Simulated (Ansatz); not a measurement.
# C2HF (fluoroacetylene) at 6 levels

Wanted: a comparison of 6 runs (UHF/STO-3G, HSE06/STO-3G, SVWN5/STO-3G, UB3LYP/STO-3G, UPBE/STO-3G, UCCSD(T)/STO-3G) of C2HF (fluoroacetylene). 

The results are computed with Ansatz 0.2.0.

49 further runs of the same task are left out: 5 that didn't finish, 44 set aside as unsound or not needed.

## Step 1: Starting point

C2HF: 4 atoms, total charge 0, spin state singlet. As SMILES, `C#CF`. The H4–C1 distance was set to 2.126 Å, away from the relaxed value. At this shape a bond of the SMILES string is far longer than usual.

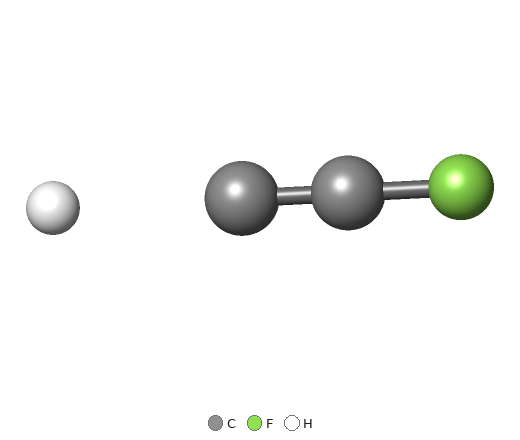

The structure, seen from a chosen angle (carbon grey, fluorine green, hydrogen white).

## Step 2: A single-point energy at UHF/STO-3G (run 1)

File run.yaml:

```yaml
basis:
  gaussian: {orbitals: STO-3G}
crystal:
  periodic: [false, false, false]
  atoms:
    - {symbol: C, position_ang: [0.230751, -0.290496, 0.185434]}
    - {symbol: C, position_ang: [0.895051, -1.124446, 0.719464]}
    - {symbol: F, position_ang: [1.602381, -2.012616, 1.287954]}
    - {symbol: H, position_ang: [-0.952830, 1.196740, -0.765890]}
magnetization: {spin_polarized: true}
hamiltonian: {xc: hf}
accuracy: high
```

The run is started by

```bash
$ ansatz run run.yaml --threads 1 --pin off --max-ram 3480MiB --events-out events.jsonl --progress --plain --runs-dir runs
```

Log:

```text
Warning: RAYON_NUM_THREADS=1 ignored (pool sized by the plan → 1); use --threads N
Functional definition: HF
  name "HF"
  exchange = exact_x
  correlation = 0
270 factors; integrals over basis functions are off by at most 4.2e-8 eV
mean field evaluation 1: about -4705.4587 eV, gradient 1.6e1 eV
mean field evaluation 2: about -4705.4982 eV, gradient 1.7e1 eV
mean field evaluation 4: about -4707.9419 eV, gradient 1.7e0 eV
mean field evaluation 8: about -4707.9723 eV, gradient 2.4e-2 eV
mean field evaluation 16: about -4707.9723 eV, gradient 1.6e-5 eV
mean field evaluation 32: about -4710.7188 eV, gradient 5.4e-4 eV
mean field evaluation 64: about -4708.9261 eV, gradient 9.3e-3 eV
mean field evaluation 96: about -4709.0291 eV, gradient 7.3e-2 eV
mean field -4710.71880041 eV, -173.1157228751 hartree, gradient 1.9e-8 eV, S^2 1.276075; 5 other end points of the search recorded, 0 dependent functions left out
reference -4710.71880041 eV, -173.1157228751 hartree; 11, 11 occupied and 5, 5 virtual orbitals, 270 factors
Total energy: -4710.71880041 eV, -173.1157228751 hartree
```

Run time: 0.28 s. Hardware: 1 thread of Intel Xeon Platinum 8259CL at 2.50GHz (Skylake/Cascade Lake), shared host.

## Step 3: A single-point energy at HSE06/STO-3G (run 2)

File job.yaml:

```yaml
crystal:
  periodic: [false, false, false]
  atoms:
    - {symbol: C, position_ang: [0.230751, -0.290496, 0.185434]}
    - {symbol: C, position_ang: [0.895051, -1.124446, 0.719464]}
    - {symbol: F, position_ang: [1.602381, -2.012616, 1.287954]}
    - {symbol: H, position_ang: [-0.952830, 1.196740, -0.765890]}
basis:
  gaussian:
    orbitals: STO-3G
hamiltonian:
  xc: hse06
accuracy: high
```

The run is started by

```bash
$ ansatz run job.yaml --threads 1 --pin off --max-ram 3480MiB --events-out events.jsonl --progress --plain --runs-dir runs
```

Log:

```text
Warning: RAYON_NUM_THREADS=1 ignored (pool sized by the plan → 1); use --threads N
Functional definition: HSE06
  name "HSE06"
  parameter a = 0.25
  parameter omega = 0.11/bohr
  exchange = pbe_x - a*pbe_x_sr(omega) + a*exact_x_sr(omega)
  correlation = pbe_c
270 factors; integrals over basis functions are off by at most 4.2e-8 eV
46 factors; integrals over basis functions are off by at most 3.9e-10 eV
mean field evaluation 1: about -4723.9845 eV, gradient 3.1e1 eV
mean field evaluation 2: about -4703.2126 eV, gradient 7.5e1 eV
mean field evaluation 4: about -4727.3012 eV, gradient 7.8e0 eV
mean field evaluation 8: about -4727.5968 eV, gradient 2.8e-2 eV
mean field evaluation 16: about -4727.5193 eV, gradient 5.3e-6 eV
mean field -4727.51933928 eV, -173.7331312907 hartree, gradient 4.0e-8 eV, S^2 0.000000; 0 other end points of the search recorded, 0 dependent functions left out
reference -4727.51934066 eV, -173.7331313414 hartree; 11, 11 occupied and 5, 5 virtual orbitals, 270 factors
Total energy: -4727.51934066 eV, -173.7331313414 hartree
```

Wall time 1 s (1 thread of Intel Xeon Platinum 8259CL at 2.50GHz (Skylake/Cascade Lake), shared host); peak memory 0.1 GiB.

## Step 4: The energy at SVWN5/STO-3G (run 3)

File in.yaml:

```yaml
crystal:
  periodic: [false, false, false]
  atoms:
    - {symbol: C, position_ang: [0.230751, -0.290496, 0.185434]}
    - {symbol: C, position_ang: [0.895051, -1.124446, 0.719464]}
    - {symbol: F, position_ang: [1.602381, -2.012616, 1.287954]}
    - {symbol: H, position_ang: [-0.952830, 1.196740, -0.765890]}
basis:
  gaussian:
    orbitals: STO-3G
hamiltonian:
  xc: {name: SVWN5}
accuracy: high
```

The run is started by

```bash
$ ansatz run in.yaml --threads 1 --pin off --max-ram 3480MiB --events-out events.jsonl --progress --plain --runs-dir runs
```

Log:

```text
Warning: RAYON_NUM_THREADS=1 ignored (pool sized by the plan → 1); use --threads N
Functional definition: SVWN5
  name "SVWN5"
  exchange = slater_x
  correlation = vwn5_c
270 factors; integrals over basis functions are off by at most 4.2e-8 eV
mean field evaluation 1: about -4690.4655 eV, gradient 4.0e1 eV
mean field evaluation 2: about -4654.3799 eV, gradient 9.1e1 eV
mean field evaluation 4: about -4693.5783 eV, gradient 2.4e1 eV
mean field evaluation 8: about -4695.6415 eV, gradient 4.0e0 eV
mean field evaluation 16: about -4695.6001 eV, gradient 5.4e-4 eV
mean field -4695.60011153 eV, -172.5601213067 hartree, gradient 2.3e-8 eV, S^2 0.000000; 0 other end points of the search recorded, 0 dependent functions left out
reference -4695.60011286 eV, -172.5601213556 hartree; 11, 11 occupied and 5, 5 virtual orbitals, 270 factors
Total energy: -4695.60011286 eV, -172.5601213556 hartree
```

It took 0.52 s on 1 thread of Intel Xeon Platinum 8259CL at 2.50GHz (Skylake/Cascade Lake), shared host.

Runs 4 to 5 aren't shown in full; the table further down has their settings and results.

## Step 5: A single-point energy at UCCSD(T)/STO-3G (run 6)

File input.yaml:

```yaml
crystal:
  periodic: [false, false, false]
  atoms:
    - {symbol: C, position_ang: [0.230751, -0.290496, 0.185434]}
    - {symbol: C, position_ang: [0.895051, -1.124446, 0.719464]}
    - {symbol: F, position_ang: [1.602381, -2.012616, 1.287954]}
    - {symbol: H, position_ang: [-0.952830, 1.196740, -0.765890]}
basis:
  gaussian:
    orbitals: STO-3G
magnetization:
  spin_polarized: true
correlation:
  method: ccsd_t
  frozen_orbitals: {C: 1, F: 1, H: 0}
accuracy: high
scf:
  omitted_lower_state_checks: [cluster_reference, increment]
```

The run is started by

```bash
$ ansatz run input.yaml --threads 1 --pin off --max-ram 3480MiB --events-out events.jsonl --progress --plain --runs-dir runs
```

Log:

```text
Warning: RAYON_NUM_THREADS=1 ignored (pool sized by the plan → 1); use --threads N
[... 14 lines left out ...]
3 core orbitals not correlated: weight in the atoms' cores, before any rotation towards them, 1.000 or more for the frozen orbitals, at most 0.000 for the correlated occupied ones
[... 47 lines left out ...]
Total energy: -4715.40665933 eV, -173.2879985129 hartree
Checks for a lower state left out: cluster_reference, increment
```

Wall time 0.58 s (1 thread of Intel Xeon Platinum 8259CL at 2.50GHz (Skylake/Cascade Lake), shared host).

## Step 6: The series

```
run            level  frozen core orbitals  energy (Eh)   ⟨S²⟩  wall time
  1       UHF/STO-3G                     –  -173.115723  1.276     0.28 s
  2     HSE06/STO-3G                     –  -173.733131      –        1 s
  3     SVWN5/STO-3G                     –  -172.560121      –     0.52 s
  4    UB3LYP/STO-3G                     –  -173.913825  0.488      3.3 s
  5      UPBE/STO-3G                     –  -173.738625  0.304      3.6 s
  6  UCCSD(T)/STO-3G                     3  -173.287999  1.276     0.58 s
```

## Step 7: Results

| quantity | value |
| --- | --- |
| run 6: total energy | -173.28800 Eh |
| run 6: correlation energy (3 core orbitals frozen) | -172.3 mEh |
| run 6: (T) correction | -4.74 mEh |
| run 6: ⟨S²⟩ of the reference determinant | 1.276 |
| run 6: T1 diagnostic | 0.064 |

In words: Totals of different functionals can't be ranked against each other. In runs 1, 2, 3, 4, 5, 6 the basis is minimal, so the values are rough. In runs 2, 3 a closed-shell determinant meets a far-stretched bond, which it describes badly. Spin contamination of the reference: run 1 ⟨S²⟩ = 1.28, run 6 ⟨S²⟩ = 1.28, run 4 ⟨S²⟩ = 0.49, run 5 ⟨S²⟩ = 0.30. Where it is this large, the reference is a mixture of spin states, and values that rest on it are in doubt. All runs together took 9.3 s, the longest 3.6 s.
